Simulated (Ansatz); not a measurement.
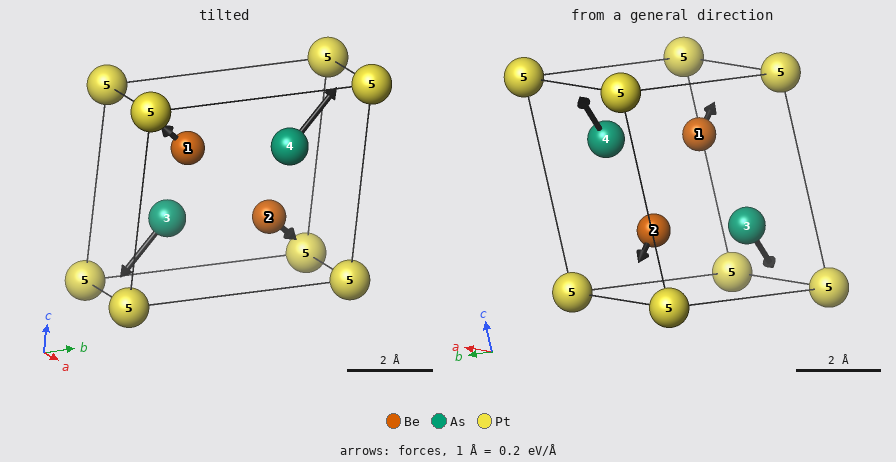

Spheres-only representation of a periodic structure, projected slightly off an axis and from a general direction. The outline marks the cell (the run's own, in a reduced setting). The arrows are the computed forces on the atoms.

System: Be2As2Pt. Results below were computed with Ansatz, DFT, r2SCAN+rVV10, plane waves, PAW; the settings were a basis cut at 500 eV, k-points about 0.21 Å⁻¹ apart, Fermi-Dirac smearing of 0.03 eV, no spin polarisation.

> Could this be the end point of a relaxation?

No. The atoms still feel forces of up to about 0.28 eV/Å, far above a usual threshold of 0.01 to 0.03 eV/Å.

> Where does the largest force act?

As3 and As4, about 0.28 eV/Å.

Its origin is a structure type filled with these elements by a generator (whether the compound takes this form wasn't checked). Earlier steps of the study may have refined or changed the cell and positions. It was the input of a calculation with Ansatz.
